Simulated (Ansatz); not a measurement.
**One shape, several levels: doublet BH2Cl+**

Aim: a comparison of 6 runs (U-r2SCAN/STO-3G, U-wB97X/STO-3G, UHSE06/STO-3G, UPBE/STO-3G, RPA@PBE/STO-3G, UMP2/STO-3G) of doublet BH2Cl+. 

The results are computed with Ansatz 0.2.0.

49 further runs of the same task are left out: 49 set aside as unsound or not needed.

## 1. The molecule

BH2Cl+: 4 atoms, total charge +1, spin state doublet. SMILES of the parent species: `[H]B([H])Cl`. The shape is that of a GFN2-xTB optimisation. That shape belongs to the parent species and isn't relaxed for this state.

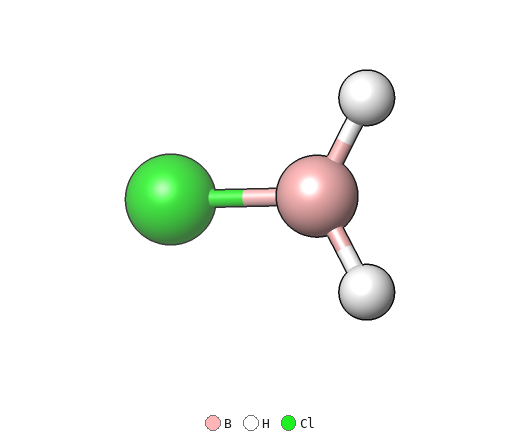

The structure, seen from a chosen angle (boron pink, hydrogen white, chlorine green).

## 2. A single-point energy at U-r2SCAN/STO-3G (run 1)

Contents of in.yaml:

```yaml
crystal:
  periodic: [false, false, false]
  atoms:
    - {symbol: B, position_ang: [0.069310, 0.114420, -0.000410]}
    - {symbol: H, position_ang: [1.240090, 0.070720, 0.015540]}
    - {symbol: H, position_ang: [-0.512130, 1.131590, -0.018950]}
    - {symbol: Cl, position_ang: [-0.797280, -1.316740, 0.003830]}
basis:
  gaussian: {orbitals: STO-3G}
total_charge: 1
magnetization: {spin_polarized: true, initial_magnetization: 1}
hamiltonian: {xc: r2scan}
accuracy: high
```

The run is started by

```sh
$ ansatz run in.yaml --threads 1 --pin off --max-ram 2610MiB --events-out events.jsonl --progress --plain --runs-dir runs
```

Log:

```text
Warning: RAYON_NUM_THREADS=1 ignored (pool sized by the plan → 1); use --threads N
Functional definition: r2SCAN
  name "r2SCAN"
  parameter k0 = 0.174
  parameter k1 = 0.065
  parameter a1 = 4.9479
  exchange = r2scan_x(k0 = k0, k1 = k1, a1 = a1)
  correlation = r2scan_c
263 factors; integrals over basis functions are off by at most 3.4e-8 eV
mean field evaluation 1: about -13073.9752 eV, gradient 1.2e1 eV
mean field evaluation 2: about -13066.9728 eV, gradient 3.3e1 eV
mean field evaluation 4: about -13075.4619 eV, gradient 3.6e-1 eV
mean field evaluation 8: about -13075.4287 eV, gradient 1.1e-2 eV
mean field evaluation 16: about -13075.4287 eV, gradient 4.2e-7 eV
mean field -13075.42866305 eV, -480.5131405234 hartree, gradient 8.3e-9 eV, S^2 0.752656; 0 other end points of the search recorded, 0 dependent functions left out
reference -13075.42866366 eV, -480.5131405456 hartree; 12, 11 occupied and 4, 5 virtual orbitals, 263 factors
Total energy: -13075.42866366 eV, -480.5131405456 hartree
```

Wall time 3.3 s (1 thread of Arm Neoverse V1, shared host); peak memory 0.19 GiB.

## 3. A single-point energy at U-wB97X/STO-3G (run 2)

Contents of run.yaml:

```yaml
crystal:
  periodic: [false, false, false]
  atoms:
    - {symbol: B, position_ang: [0.069310, 0.114420, -0.000410]}
    - {symbol: H, position_ang: [1.240090, 0.070720, 0.015540]}
    - {symbol: H, position_ang: [-0.512130, 1.131590, -0.018950]}
    - {symbol: Cl, position_ang: [-0.797280, -1.316740, 0.003830]}
basis:
  gaussian: {orbitals: STO-3G}
magnetization: {spin_polarized: true, initial_magnetization: 1}
total_charge: 1
hamiltonian: {xc: {name: wB97X}}
accuracy: high
```

The run is started by

```sh
$ ansatz run run.yaml --threads 1 --pin off --max-ram 2610MiB --events-out events.jsonl --progress --plain --runs-dir runs
```

Log (excerpt; [...] marks lines left out):

```text
Warning: RAYON_NUM_THREADS=1 ignored (pool sized by the plan → 1); use --threads N
Functional definition: wB97X
  name "wB97X"
[...]
      + exact_x_lr(omega)
[...]
      + integral(e_c_pw_opposite_spin*poly(b97_u_opposite, 1, cos1, cos2, cos3, cos4))
263 factors; integrals over basis functions are off by at most 3.4e-8 eV
117 factors; integrals over basis functions are off by at most 1.5e-9 eV
[...]
mean field -13075.99325637 eV, -480.5338889450 hartree, gradient 4.9e-8 eV, S^2 0.752069; 0 other end points of the search recorded, 0 dependent functions left out
reference -13075.99325509 eV, -480.5338888979 hartree; 12, 11 occupied and 4, 5 virtual orbitals, 263 factors
Total energy: -13075.99325509 eV, -480.5338888979 hartree
```

Wall time 6.3 s (1 thread of Arm Neoverse V1, shared host); peak memory 0.32 GiB.

Run 3 isn't shown in full; the table further down has it.

## 4. The energy at UPBE/STO-3G (run 4)

Contents of job.yaml:

```yaml
crystal:
  periodic: [false, false, false]
  atoms:
    - symbol: B
      position_ang: [0.069310, 0.114420, -0.000410]
    - symbol: H
      position_ang: [1.240090, 0.070720, 0.015540]
    - symbol: H
      position_ang: [-0.512130, 1.131590, -0.018950]
    - symbol: Cl
      position_ang: [-0.797280, -1.316740, 0.003830]
basis:
  gaussian: {orbitals: STO-3G}
total_charge: 1
magnetization: {spin_polarized: true, initial_magnetization: 1}
hamiltonian: {xc: pbe}
accuracy: high
```

The run is started by

```sh
$ ansatz run job.yaml --threads 1 --pin off --max-ram 2610MiB --events-out events.jsonl --progress --plain --runs-dir runs
```

Log:

```text
Warning: RAYON_NUM_THREADS=1 ignored (pool sized by the plan → 1); use --threads N
Functional definition: PBE
  name "PBE"
  parameter kappa = 0.804
  parameter beta = 0.06672455060314922
  exchange = pbe_x(kappa = kappa, mu = beta*pi^2/3)
  correlation = pbe_c(beta = beta)
263 factors; integrals over basis functions are off by at most 3.4e-8 eV
mean field evaluation 1: about -13067.8681 eV, gradient 1.2e1 eV
mean field evaluation 2: about -13056.4936 eV, gradient 4.2e1 eV
mean field evaluation 4: about -13069.4440 eV, gradient 5.7e-1 eV
mean field evaluation 8: about -13069.4087 eV, gradient 5.0e-2 eV
mean field evaluation 16: about -13069.4088 eV, gradient 5.0e-8 eV
mean field -13069.40876317 eV, -480.2919132832 hartree, gradient 4.9e-8 eV, S^2 0.751144; 0 other end points of the search recorded, 0 dependent functions left out
reference -13069.40876480 eV, -480.2919133430 hartree; 12, 11 occupied and 4, 5 virtual orbitals, 263 factors
Total energy: -13069.40876480 eV, -480.2919133430 hartree
```

Run time: 1.2 s. Hardware: 1 thread of Arm Neoverse V1, shared host; peak memory 0.11 GiB.

Run 5 isn't shown in full; the table further down has it.

## 5. The energy at UMP2/STO-3G (run 6)

Contents of in.yaml:

```yaml
crystal:
  periodic: [false, false, false]
  atoms:
    - symbol: B
      position_ang: [0.069310, 0.114420, -0.000410]
    - symbol: H
      position_ang: [1.240090, 0.070720, 0.015540]
    - symbol: H
      position_ang: [-0.512130, 1.131590, -0.018950]
    - symbol: Cl
      position_ang: [-0.797280, -1.316740, 0.003830]
basis:
  gaussian:
    orbitals: STO-3G
total_charge: 1
magnetization:
  spin_polarized: true
  initial_magnetization: 1
correlation:
  method: mp2
  frozen_orbitals: {B: 1, Cl: 5, H: 0}
accuracy: high
```

The run is started by

```sh
$ ansatz run in.yaml --threads 1 --pin off --max-ram 2610MiB --events-out events.jsonl --progress --plain --runs-dir runs
```

Log:

```text
Warning: RAYON_NUM_THREADS=1 ignored (pool sized by the plan → 1); use --threads N
Functional definition: HF
  name "HF"
  exchange = exact_x
  correlation = 0
263 factors; integrals over basis functions are off by at most 3.4e-8 eV
mean field evaluation 1: about -13051.0404 eV, gradient 1.6e1 eV
mean field evaluation 2: about -13051.0577 eV, gradient 1.6e1 eV
mean field evaluation 4: about -13054.1073 eV, gradient 2.6e0 eV
mean field evaluation 8: about -13054.6563 eV, gradient 8.9e-2 eV
mean field evaluation 16: about -13054.5489 eV, gradient 1.0e0 eV
mean field -13054.65399389 eV, -479.7496855131 hartree, gradient 4.6e-8 eV, S^2 0.754693; 4 other end points of the search recorded, 0 dependent functions left out
6 core orbitals not correlated: weight in the atoms' cores, before any rotation towards them, 1.000 or more for the frozen orbitals, at most 0.000 for the correlated occupied ones
reference -13054.65399389 eV, -479.7496855131 hartree; 6, 5 occupied and 4, 5 virtual orbitals, 263 factors
second order -1.16724419 eV of doubles, -0.00000000 eV of singles
Total energy: -13055.82123807 eV, -479.7925809458 hartree
```

Run time: 0.12 s. Hardware: 1 thread of Arm Neoverse V1, shared host.

## 6. The series

```tsv
run	level	frozen core orbitals	energy (Eh)	⟨S²⟩	wall time
1	U-r2SCAN/STO-3G	–	-480.513141	0.753	3.3 s
2	U-wB97X/STO-3G	–	-480.533889	0.752	6.3 s
3	UHSE06/STO-3G	–	-480.354896	0.752	1.6 s
4	UPBE/STO-3G	–	-480.291913	0.751	1.2 s
5	RPA@PBE/STO-3G	6	-479.862498	0.751	1.4 s
6	UMP2/STO-3G	6	-479.792581	0.755	0.12 s
```

## 7. Outcome

| quantity | value |
| --- | --- |
| run 6: total energy | -479.79258 Eh |
| run 6: correlation energy (6 core orbitals frozen) | -42.9 mEh |
| run 6: ⟨S²⟩ of the reference determinant | 0.755 |

What this shows: Totals of different functionals can't be ranked against each other. In runs 1, 2, 3, 4, 5, 6 the basis is minimal, so the values are rough. All runs together took 14 s, the longest 6.3 s.
